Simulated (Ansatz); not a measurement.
The starting structures come from a database of crystals and need not be the phases stable at ambient conditions.

 Where the default PAW files enter, the runs use the earlier of Ansatz's two default sets.

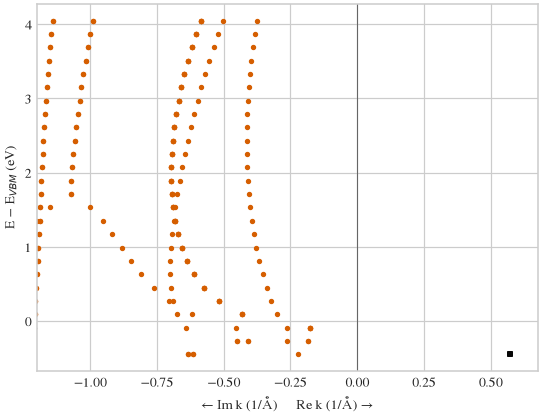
Figure. Complex bands at the centre of the two-dimensional zone; r2SCAN (Ansatz, a first-principles code)

The gap is the functional's own. No spin-orbit coupling. Mid-gap values are interpolated on the energy grid.

Problem. This is NaCaH$_{6}$Ir (F-43m, not sure to be the ambient phase, 9 atoms a cell, 10.5 Å³ an atom, -2 GPa at this level) along the normal of (111). Read off the slowest decay at the centre of the two-dimensional zone at 1.89 eV, the computed energy nearest the middle of the gap.

Solution. κ ≈ 0.41 1/Å, a decay length 1/(2κ) of the density of 1.2 Å.
